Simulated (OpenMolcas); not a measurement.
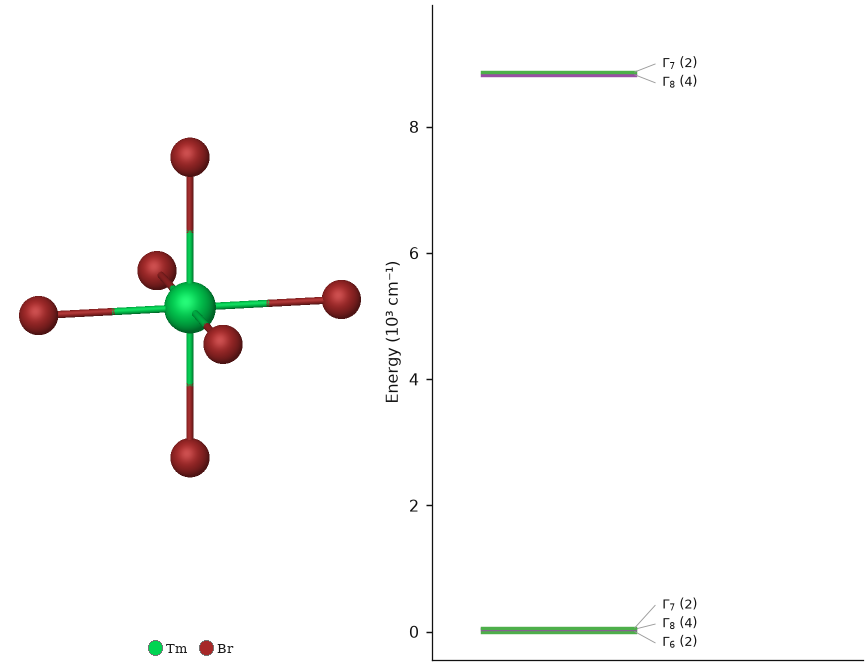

Tm²⁺ (4f¹³) as a dopant in CsCaBr₃, a cluster with its 6 nearest Br⁻ at 2.779 Å (octahedron) embedded in model potentials and point charges; the geometry was set, not optimised, and its levels. Labels give the representation in O, Td, D4 or D3 as the site allows (double group for half-integer spin) where it could be assigned and, in brackets, the degeneracy; spin-free states, where drawn, share the zero of the spin-orbit levels. Level of the calculation: state-averaged CASSCF, active space 13 electrons in the shell 4f, basis ANO-RCC-VDZP on all atoms, DKH2 scalar Hamiltonian, spin-orbit coupling by RASSI with atomic mean-field integrals (OpenMolcas).

Question: Give the ground level and the first gap.

Answer: The ground level is Γ₆, a Kramers doublet, 100 % from states of spin multiplicity 2. Its principal g values are 2.66, 2.66 and 2.66, isotropic. The next level lies at 38 cm⁻¹ (Γ₈). The lowest J multiplet spreads over 60 cm⁻¹. The active orbitals hold 100 % metal character (Löwdin), and the Mulliken charge of the metal is +1.42.

Known limits: covalent bonds, ligand orbitals missing from the active space; the geometry is set by hand, with no relaxation and no charge compensation.
